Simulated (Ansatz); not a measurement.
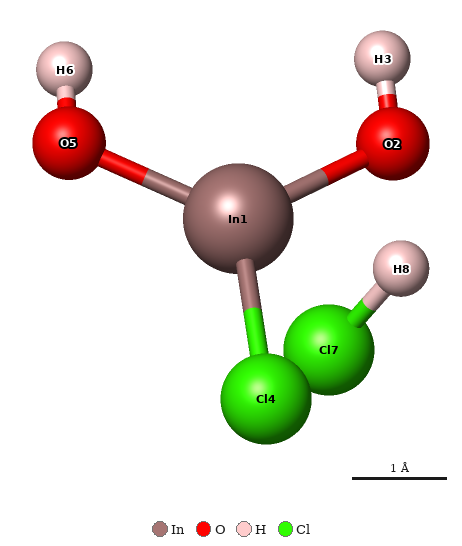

Figure 1. The input geometry (ball-and-stick view, seen at a tilt; atoms are numbered from 1 in the order of the input). Sticks mark near contacts. Bond lengths as drawn: Cl–H 1.34 Å, Cl–In 2.31 Å, H–O 0.97 Å and In–O 1.98 to 1.99 Å.

# Geometry relaxation of InH3Cl2O2 (part 1 of 2)

InH3Cl2O2, computed with RKS CAM-B3LYP-D4/def2-SVP (Ansatz 0.2.0).

It belongs to a series of runs on one base structure; here: end point A relaxed. Figures and captions count atoms from 1; the log counts them from 0 in places.

Log:
```
The last accepted step is kept in [file] (removed where the run ends without a failure and the disk answers)
Engine: ansatz 0.2.0, x86_64-unknown-linux-gnu
Functional definition: CAM-B3LYP
  parameter alpha = 0.19
  parameter beta = 0.46
  parameter omega = 0.33/bohr
  parameter ac = 0.81
  exchange = (1 - alpha - beta)*b88_x + beta*b88_x_sr(omega) + alpha*exact_x + beta*exact_x_lr(omega)
  correlation = (1 - ac)*vwn5_c + ac*lyp_c
1149 factors; integrals over basis functions are off by at most 5.7e-4 eV
339 factors; integrals over basis functions are off by at most 9.8e-7 eV
mean field evaluation 1: about -34342.4142 eV, gradient 7.0e1 eV
mean field evaluation 2: about -34328.9956 eV, gradient 1.1e2 eV
mean field evaluation 4: about -34351.6794 eV, gradient 4.4e0 eV
mean field evaluation 8: about -34351.7152 eV, gradient 7.7e-2 eV
mean field -34351.71517438 eV, -1262.4022482295 hartree, gradient 8.1e-5 eV, S^2 0.000000; 0 other end points of the search recorded, 0 dependent functions left out
the calculation of the forces begins
reference -34351.71531300 eV, -1262.4022533238 hartree; 37, 37 occupied and 68, 68 virtual orbitals, 1149 factors
relax step   1: F+E_penalty+E_count = -34351.88027983 eV  Δ(F+E_penalty+E_count) = +0.000e0 eV  max|allowed force component| = 1.052e0 eV/Å  Δτ_max = 0.0000 Å  (26 SCF iters, accepted)
these checks for a lower state are left out or cut short: starts, cluster_reference, orbital_swaps, neighbouring_geometries, increment
1149 factors; integrals over basis functions are off by at most 5.1e-4 eV
339 factors; integrals over basis functions are off by at most 9.6e-7 eV
mean field evaluation 16: about -34351.7308 eV, gradient 5.8e0 eV
mean field -34351.83972212 eV, -1262.4068252747 hartree, gradient 1.6e-5 eV, S^2 0.000000; 0 other end points of the search recorded, 0 dependent functions left out
[... from here on the field's lines of each further geometry are left out, up to the last ...]
relax step   2: F+E_penalty+E_count = -34352.00972961 eV  Δ(F+E_penalty+E_count) = -1.294e-1 eV  max|allowed force component| = 3.400e-1 eV/Å  Δτ_max = 0.1994 Å  (31 SCF iters, accepted)
relax step   3: F+E_penalty+E_count = -34352.09896974 eV  Δ(F+E_penalty+E_count) = -8.924e-2 eV  max|allowed force component| = 5.751e-1 eV/Å  Δτ_max = 0.1909 Å  (32 SCF iters, accepted)
relax step   4: F+E_penalty+E_count = -34352.18562323 eV  Δ(F+E_penalty+E_count) = -8.665e-2 eV  max|allowed force component| = 6.122e-1 eV/Å  Δτ_max = 0.1937 Å  (30 SCF iters, accepted)
relax step   5: F+E_penalty+E_count = -34352.22680675 eV  Δ(F+E_penalty+E_count) = -4.118e-2 eV  max|allowed force component| = 1.031e0 eV/Å  Δτ_max = 0.1936 Å  (32 SCF iters, accepted)
relax step   6: F+E_penalty+E_count = -34352.34685256 eV  Δ(F+E_penalty+E_count) = -1.200e-1 eV  max|allowed force component| = 1.430e0 eV/Å  Δτ_max = 0.1346 Å  (31 SCF iters, accepted)
relax step   7: F+E_penalty+E_count = -34352.68849897 eV  Δ(F+E_penalty+E_count) = -3.416e-1 eV  max|allowed force component| = 1.363e0 eV/Å  Δτ_max = 0.1947 Å  (35 SCF iters, accepted)
relax step   8: F+E_penalty+E_count = -34353.07858295 eV  Δ(F+E_penalty+E_count) = -3.901e-1 eV  max|allowed force component| = 3.778e0 eV/Å  Δτ_max = 0.1947 Å  (36 SCF iters, accepted)
relax step   9: F+E_penalty+E_count = -34353.35308962 eV  Δ(F+E_penalty+E_count) = -2.745e-1 eV  max|allowed force component| = 6.681e-1 eV/Å  Δτ_max = 0.1998 Å  (30 SCF iters, accepted)
relax step  10: F+E_penalty+E_count = -34353.45018656 eV  Δ(F+E_penalty+E_count) = -9.710e-2 eV  max|allowed force component| = 4.017e-1 eV/Å  Δτ_max = 0.1949 Å  (30 SCF iters, accepted)
relax step  11: F+E_penalty+E_count = -34353.41063346 eV  Δ(F+E_penalty+E_count) = +3.955e-2 eV  max|allowed force component| = 9.515e-1 eV/Å  Δτ_max = 0.1913 Å  (34 SCF iters, rejected (line search))
relax step  12: F+E_penalty+E_count = -34353.49175249 eV  Δ(F+E_penalty+E_count) = -4.157e-2 eV  max|allowed force component| = 3.343e-1 eV/Å  Δτ_max = 0.0930 Å  (31 SCF iters, accepted)
relax step  13: F+E_penalty+E_count = -34353.51089611 eV  Δ(F+E_penalty+E_count) = -1.914e-2 eV  max|allowed force component| = 2.696e-1 eV/Å  Δτ_max = 0.0994 Å  (30 SCF iters, accepted)
relax step  14: F+E_penalty+E_count = -34353.49592032 eV  Δ(F+E_penalty+E_count) = +1.498e-2 eV  max|allowed force component| = 1.096e0 eV/Å  Δτ_max = 0.1290 Å  (31 SCF iters, rejected (line search))
relax step  15: F+E_penalty+E_count = -34353.52201691 eV  Δ(F+E_penalty+E_count) = -1.112e-2 eV  max|allowed force component| = 2.542e-1 eV/Å  Δτ_max = 0.0645 Å  (30 SCF iters, accepted)
relax step  16: F+E_penalty+E_count = -34353.53080322 eV  Δ(F+E_penalty+E_count) = -8.786e-3 eV  max|allowed force component| = 2.506e-1 eV/Å  Δτ_max = 0.0729 Å  (29 SCF iters, accepted)
relax step  17: F+E_penalty+E_count = -34353.53371040 eV  Δ(F+E_penalty+E_count) = -2.907e-3 eV  max|allowed force component| = 2.380e-1 eV/Å  Δτ_max = 0.0802 Å  (30 SCF iters, accepted)
relax step  18: F+E_penalty+E_count = -34353.53907604 eV  Δ(F+E_penalty+E_count) = -5.366e-3 eV  max|allowed force component| = 2.035e-1 eV/Å  Δτ_max = 0.0593 Å  (30 SCF iters, accepted)
relax step  19: F+E_penalty+E_count = -34353.54253945 eV  Δ(F+E_penalty+E_count) = -3.463e-3 eV  max|allowed force component| = 4.290e-1 eV/Å  Δτ_max = 0.1066 Å  (30 SCF iters, accepted)
relax step  20: F+E_penalty+E_count = -34353.55365313 eV  Δ(F+E_penalty+E_count) = -1.111e-2 eV  max|allowed force component| = 3.195e-1 eV/Å  Δτ_max = 0.0651 Å  (30 SCF iters, accepted)
relax step  21: F+E_penalty+E_count = -34353.56503218 eV  Δ(F+E_penalty+E_count) = -1.138e-2 eV  max|allowed force component| = 3.085e-1 eV/Å  Δτ_max = 0.1239 Å  (29 SCF iters, accepted)
relax step  22: F+E_penalty+E_count = -34353.57722090 eV  Δ(F+E_penalty+E_count) = -1.219e-2 eV  max|allowed force component| = 5.119e-1 eV/Å  Δτ_max = 0.1498 Å  (33 SCF iters, accepted)
relax step  23: F+E_penalty+E_count = -34353.59487050 eV  Δ(F+E_penalty+E_count) = -1.765e-2 eV  max|allowed force component| = 4.690e-1 eV/Å  Δτ_max = 0.0671 Å  (32 SCF iters, accepted)
relax step  24: F+E_penalty+E_count = -34353.60197139 eV  Δ(F+E_penalty+E_count) = -7.101e-3 eV  max|allowed force component| = 5.612e-1 eV/Å  Δτ_max = 0.1854 Å  (32 SCF iters, accepted)
relax step  25: F+E_penalty+E_count = -34353.61906906 eV  Δ(F+E_penalty+E_count) = -1.710e-2 eV  max|allowed force component| = 2.081e-1 eV/Å  Δτ_max = 0.0587 Å  (33 SCF iters, accepted)
relax step  26: F+E_penalty+E_count = -34353.62200089 eV  Δ(F+E_penalty+E_count) = -2.932e-3 eV  max|allowed force component| = 1.761e-1 eV/Å  Δτ_max = 0.0447 Å  (33 SCF iters, accepted)
relax step  27: F+E_penalty+E_count = -34353.62551788 eV  Δ(F+E_penalty+E_count) = -3.517e-3 eV  max|allowed force component| = 1.116e-1 eV/Å  Δτ_max = 0.0347 Å  (33 SCF iters, accepted)
relax step  28: F+E_penalty+E_count = -34353.62815461 eV  Δ(F+E_penalty+E_count) = -2.637e-3 eV  max|allowed force component| = 1.621e-1 eV/Å  Δτ_max = 0.0517 Å  (32 SCF iters, accepted)
relax step  29: F+E_penalty+E_count = -34353.60449246 eV  Δ(F+E_penalty+E_count) = +2.366e-2 eV  max|allowed force component| = 1.414e0 eV/Å  Δτ_max = 0.1603 Å  (32 SCF iters, rejected (line search))
relax step  30: F+E_penalty+E_count = -34353.63301188 eV  Δ(F+E_penalty+E_count) = -4.857e-3 eV  max|allowed force component| = 1.476e-1 eV/Å  Δτ_max = 0.0801 Å  (32 SCF iters, accepted)
relax step  31: F+E_penalty+E_count = -34353.63381128 eV  Δ(F+E_penalty+E_count) = -7.994e-4 eV  max|allowed force component| = 5.677e-1 eV/Å  Δτ_max = 0.0977 Å  (32 SCF iters, accepted)
relax step  32: F+E_penalty+E_count = -34353.63179773 eV  Δ(F+E_penalty+E_count) = +2.014e-3 eV  max|allowed force component| = 1.825e-1 eV/Å  Δτ_max = 0.1500 Å  (33 SCF iters, rejected (line search))
relax step  33: F+E_penalty+E_count = -34353.64051852 eV  Δ(F+E_penalty+E_count) = -6.707e-3 eV  max|allowed force component| = 9.955e-2 eV/Å  Δτ_max = 0.0737 Å  (32 SCF iters, accepted)
relax step  34: F+E_penalty+E_count = -34353.64314665 eV  Δ(F+E_penalty+E_count) = -2.628e-3 eV  max|allowed force component| = 1.035e-1 eV/Å  Δτ_max = 0.0725 Å  (31 SCF iters, accepted)
relax step  35: F+E_penalty+E_count = -34353.64391687 eV  Δ(F+E_penalty+E_count) = -7.702e-4 eV  max|allowed force component| = 1.078e-1 eV/Å  Δτ_max = 0.0223 Å  (28 SCF iters, accepted)
relax step  36: F+E_penalty+E_count = -34353.64434114 eV  Δ(F+E_penalty+E_count) = -4.243e-4 eV  max|allowed force component| = 4.907e-2 eV/Å  Δτ_max = 0.0272 Å  (28 SCF iters, accepted)
the calculation of the forces begins
reference -34353.46803853 eV, -1262.4666647988 hartree; 37, 37 occupied and 68, 68 virtual orbitals, 1149 factors
relax step  37: F+E_penalty+E_count = -34353.64465538 eV  Δ(F+E_penalty+E_count) = -3.142e-4 eV  max|allowed force component| = 1.916e-2 eV/Å  Δτ_max = 0.0085 Å  (27 SCF iters, accepted)
```

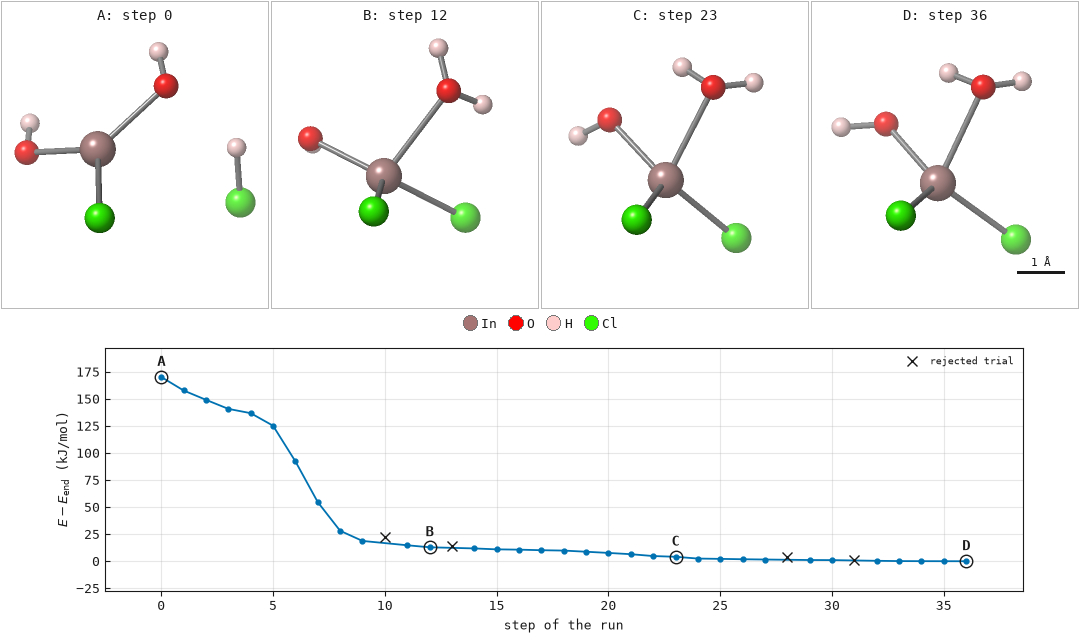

Figure 2. Frames of the relaxation (ball-and-stick view, seen at a tilt) above the curves, on which the letters mark them (the first geometry is step 0 here and step 1 in the log).

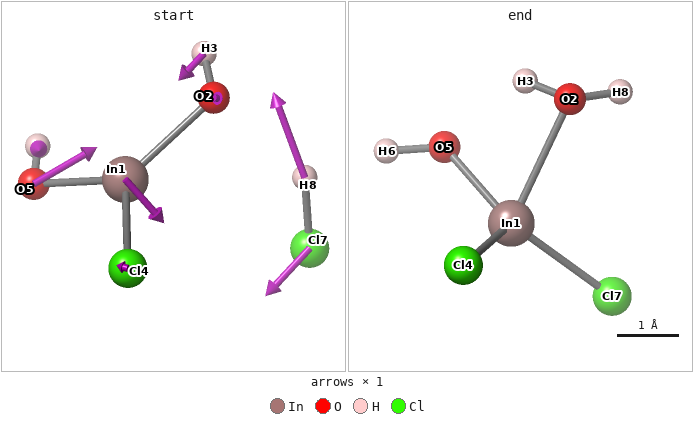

Figure 3. Before (left) and after (right) the relaxation, at one scale (ball-and-stick view, seen at a tilt). The pink arrows give the displacements, at true length. H8 moves most after the best rigid fit: 1.53 Å. By element the largest moves are H 1.53 Å, O 1.24 Å, Cl 1.09 Å, In 1.03 Å. Distances before and after: Cl7–H8 1.335 → 3.464 Å, In1–Cl7 3.634 → 2.334 Å, O2–H8 2.202 → 0.968 Å, In1–O2 1.994 → 2.276 Å. New bonds form: In1–Cl7 (3.63 → 2.33 Å), O2–H8 (2.20 → 0.97 Å). Bonds break: Cl7–H8 (1.34 → 3.46 Å). Among the angles that change: O2–In1–O5 124.6° → 72.3°, In1–O2–H3 114.3° → 85.8°, In1–O5–H6 114.2° → 119.1°. The energy falls by 170.2 kJ/mol in 36 geometry steps. The largest force component goes from 1.1 to 0.019 eV/Å. The line search rejected the trial steps at points 10, 13, 28, 31 (counted from 0) and went back. (Atoms are counted from 1 in the order of the input.)

```
1149 factors; integrals over basis functions are off by at most 9.2e-4 eV
339 factors; integrals over basis functions are off by at most 8.3e-7 eV
mean field -34353.46790505 eV, -1262.4666598936 hartree, gradient 1.3e-5 eV, S^2 0.000000; 1 other end points of the search recorded, 0 dependent functions left out
the calculation of the forces begins
reference -34353.46803853 eV, -1262.4666647988 hartree; 37, 37 occupied and 68, 68 virtual orbitals, 1149 factors
Total energy: -34353.64478885 eV, -1262.4731602536 hartree
Atom 0 at     0.245377     0.713641    -0.083972 Å, force    -0.001585    -0.003192     0.001690 eV/Å
Atom 1 at     0.027709    -0.058140     2.045984 Å, force    -0.007813     0.007447    -0.005564 eV/Å
Atom 2 at    -0.871558    -0.364340     1.766553 Å, force     0.009097    -0.003989     0.004579 eV/Å
Atom 3 at     1.920748    -0.413253    -1.245595 Å, force     0.000206     0.000532     0.000673 eV/Å
Atom 4 at    -1.584340    -0.120002     0.084094 Å, force    -0.015661    -0.007692    -0.019159 eV/Å
Atom 5 at    -1.925446    -0.652007    -0.643793 Å, force     0.010517     0.008613     0.014258 eV/Å
Atom 6 at     0.408823     3.009825     0.303835 Å, force     0.002368     0.000258     0.000642 eV/Å
Atom 7 at    -0.087013     0.602474     2.744495 Å, force     0.002872    -0.001977     0.002881 eV/Å
Dipole moment:    -0.443277    -0.265956     0.425343 e Å
```

Trajectory as extended XYZ (Å, eV, eV/Å), 37 frames, from step=1 to step=37:
```
8
Properties=species:S:1:pos:R:3:forces:R:3 step=1 energy=-34351.88028
In    0.0285   -0.3182   -0.0307    0.0209   0.1727  -0.0605
O     0.0790   -0.2392    1.9610    0.0296   0.2557   0.1531
H    -0.7662   -0.4320    2.3882    0.0192  -0.0001  -0.0092
Cl    2.0755   -0.3960   -1.1052   -0.0088   0.0015   0.0106
O    -1.6231   -0.4614   -1.1052   -0.0300  -0.0060   0.0190
H    -2.4380   -0.3939   -0.5903    0.0296   0.0110  -0.0190
Cl    0.3581    3.0281    1.3477    0.0247  -1.0525   0.5259
H     0.4205    1.9308    2.1061   -0.0851   0.6177  -0.6199
8
Properties=species:S:1:pos:R:3:forces:R:3 step=2 energy=-34352.00973
In    0.0336   -0.2285   -0.0102    0.0077   0.2375  -0.1683
O     0.0787   -0.1161    1.9852   -0.2242   0.0019   0.3400
H    -0.7462   -0.4060    2.4088    0.2507   0.0821  -0.0594
Cl    2.0776   -0.3566   -1.0858    0.0072  -0.0033   0.0076
O    -1.6107   -0.4273   -1.0910    0.0099  -0.0116   0.0624
H    -2.4308   -0.3839   -0.5822    0.0286   0.0242  -0.0121
Cl    0.3390    2.8421    1.2783    0.0189  -0.2146  -0.0059
H     0.3933    1.7944    2.0684   -0.0988  -0.1162  -0.1643
8
Properties=species:S:1:pos:R:3:forces:R:3 step=3 energy=-34352.09897
In    0.0420   -0.1323    0.0165    0.0468   0.2142  -0.3116
O     0.0787   -0.0491    2.0254    0.0571   0.0063   0.1203
H    -0.7165   -0.4027    2.4389   -0.0861  -0.0520   0.1824
Cl    2.0809   -0.3185   -1.0647   -0.0016  -0.0081   0.0268
O    -1.5945   -0.3938   -1.0658    0.0688   0.0111   0.0893
H    -2.4192   -0.3568   -0.5657   -0.0105   0.0319   0.0131
Cl    0.3573    2.7175    1.2136    0.0117   0.3718  -0.4982
H     0.3057    1.6540    1.9733   -0.0862  -0.5751   0.3778
8
Properties=species:S:1:pos:R:3:forces:R:3 step=4 energy=-34352.18562
In    0.0610   -0.0264    0.0224    0.0639   0.0951  -0.1427
O     0.0800   -0.0280    2.0626   -0.4981  -0.1746   0.2723
H    -0.7039   -0.4279    2.4866    0.4684   0.2018  -0.1494
Cl    2.0970   -0.2883   -1.0484    0.0479  -0.0356   0.0049
O    -1.5769   -0.3477   -1.0374   -0.0650   0.0213   0.0811
H    -2.4033   -0.3109   -0.5382    0.0578   0.0300  -0.0170
Cl    0.3465    2.5785    1.0791    0.0052   0.4743  -0.4897
H     0.2340    1.5688    1.9449   -0.0801  -0.6122   0.4404
8
Properties=species:S:1:pos:R:3:forces:R:3 step=5 energy=-34352.22681
In    0.0979    0.0681    0.0074    0.0555  -0.3965  -0.3907
O     0.0746    0.0055    2.0830    1.0315   0.8721  -0.6677
H    -0.6369   -0.4410    2.5107   -0.9615  -0.5838   0.7022
Cl    2.1455   -0.3257   -1.0261   -0.0856  -0.0255   0.0764
O    -1.5673   -0.2903   -1.0015    0.1521  -0.0348  -0.0532
H    -2.3820   -0.2198   -0.4948   -0.1031   0.0473   0.1050
Cl    0.2446    2.4595    0.9653    0.0840   1.0282  -0.3315
H     0.1578    1.4620    1.9275   -0.1729  -0.9069   0.5595
8
Properties=species:S:1:pos:R:3:forces:R:3 step=6 energy=-34352.34685
In    0.1335    0.1070   -0.0424    0.1529  -0.3640  -0.4300
O     0.0998    0.0648    2.0651   -0.5709  -0.2491   0.4144
H    -0.5649   -0.4743    2.5541    0.6226   0.6544  -0.3672
Cl    2.1946   -0.4001   -1.0085   -0.1883   0.0173   0.1103
O    -1.5630   -0.2910   -0.9782   -0.3708  -0.0080   0.2308
H    -2.3671   -0.0962   -0.4641    0.4114  -0.0453  -0.2296
Cl    0.1426    2.4358    0.9349    0.0786   1.4249  -0.6159
H     0.0590    1.3721    1.9107   -0.1355  -1.4303   0.8872
8
Properties=species:S:1:pos:R:3:forces:R:3 step=7 energy=-34352.68850
In    0.1625    0.1557   -0.1201    0.1342   0.1991  -0.3223
O     0.1136    0.1298    2.0511   -0.6071  -1.2766   0.6433
H    -0.4688   -0.4631    2.6014    0.6894   1.1860  -0.6464
Cl    2.2303   -0.4712   -0.9825   -0.1644   0.0165   0.0942
O    -1.5677   -0.3222   -0.9539   -0.8441   0.2578   0.6421
H    -2.3363    0.0414   -0.4480    0.8871  -0.3646  -0.6272
Cl    0.0443    2.4409    0.9025    0.0331   1.3443  -1.1155
H    -0.0436    1.2069    1.9209   -0.1284  -1.3625   1.3318
8
Properties=species:S:1:pos:R:3:forces:R:3 step=8 energy=-34353.07858
In    0.1764    0.2448   -0.1736   -0.0628   0.5254  -0.3313
O     0.1129    0.1137    2.0679    0.6846  -3.7778   0.0561
H    -0.4407   -0.4641    2.6311    0.1625   0.8337  -0.2778
Cl    2.2350   -0.5027   -0.9599   -0.1635   0.0375   0.1013
O    -1.5708   -0.3421   -0.9223   -0.3757   0.2336   0.5693
H    -2.3078    0.0986   -0.4460    0.5540  -0.2989  -0.4730
Cl    0.0002    2.5356    0.7676    0.0695  -0.0249  -0.6773
H    -0.0709    1.0344    2.0068   -0.8687   2.4714   1.0326
8
Properties=species:S:1:pos:R:3:forces:R:3 step=9 energy=-34353.35309
In    0.1315    0.3362   -0.2281   -0.0046   0.1379  -0.0075
O     0.0732    0.0314    2.0168    0.1162  -0.6681   0.1272
H    -0.4858   -0.4222    2.6717    0.1633   0.3208  -0.2906
Cl    2.1967   -0.4632   -0.9146    0.0147   0.0199  -0.0203
O    -1.5687   -0.4133   -0.8983   -0.4619   0.2241   0.2226
H    -2.3193    0.0820   -0.5190    0.3163  -0.2570  -0.2995
Cl    0.0189    2.5634    0.7186    0.0746   0.0911  -0.3525
H     0.0877    1.0039    2.1244   -0.2186   0.1313   0.6206
8
Properties=species:S:1:pos:R:3:forces:R:3 step=10 energy=-34353.45019
In    0.0995    0.4000   -0.2519   -0.1359  -0.4017   0.0072
O     0.0853    0.0222    2.0440    0.0251   0.3117   0.1205
H    -0.4544   -0.4715    2.6752   -0.0466  -0.1556  -0.1159
Cl    2.1710   -0.4305   -0.9055   -0.0246  -0.0157  -0.0306
O    -1.5876   -0.4576   -0.8857   -0.0211   0.3867   0.2883
H    -2.3455    0.0802   -0.5971    0.1917  -0.2155  -0.1992
Cl    0.1016    2.6114    0.5790   -0.0503   0.3066  -0.0355
H     0.0644    0.9639    2.3137    0.0616  -0.2164  -0.0349
8
Properties=species:S:1:pos:R:3:forces:R:3 step=11 energy=-34353.41063 accepted=F
In    0.1268    0.2966   -0.0932    0.1659   0.9515  -0.8050
O     0.1591    0.0541    2.0864   -0.0331  -0.1682   0.5157
H    -0.4078   -0.5693    2.5648   -0.0038   0.0770   0.0433
Cl    2.1598   -0.4434   -0.9444    0.0001  -0.1152   0.0989
O    -1.5800   -0.4205   -0.7640   -0.2929  -0.3797   0.0504
H    -2.3329    0.1818   -0.7108    0.1345   0.0712   0.0027
Cl    0.0256    2.6557    0.4366    0.0068  -0.4197   0.0543
H    -0.0162    0.9632    2.3962    0.0225  -0.0169   0.0398
8
Properties=species:S:1:pos:R:3:forces:R:3 step=12 energy=-34353.49175
In    0.1072    0.3763   -0.1980    0.0028   0.0491  -0.1082
O     0.1248    0.0359    2.0602   -0.0350  -0.0514   0.2205
H    -0.4501   -0.5106    2.6153    0.0096  -0.0717  -0.1209
Cl    2.1587   -0.4436   -0.9185    0.0135  -0.0435   0.0044
O    -1.5819   -0.4643   -0.8095   -0.3343   0.2460   0.1606
H    -2.3414    0.1310   -0.6750    0.3218  -0.2580  -0.1170
Cl    0.0577    2.6407    0.5152   -0.0279   0.0816  -0.0187
H     0.0593    0.9527    2.3820    0.0496   0.0479  -0.0208
8
Properties=species:S:1:pos:R:3:forces:R:3 step=13 energy=-34353.51090
In    0.1190    0.4132   -0.1840   -0.0463  -0.0782  -0.0865
O     0.1471    0.0115    2.0798    0.0166   0.0694   0.0264
H    -0.4869   -0.5294    2.5733   -0.0060  -0.0264  -0.1178
Cl    2.1453   -0.4553   -0.9288   -0.0071   0.0091   0.0236
O    -1.5754   -0.4799   -0.7116   -0.2444   0.2410   0.0773
H    -2.3235    0.1412   -0.7286    0.2696  -0.2154  -0.0309
Cl    0.0380    2.6917    0.4663   -0.0022  -0.0274   0.0268
H     0.0706    0.9251    2.4051    0.0199   0.0279   0.0811
```
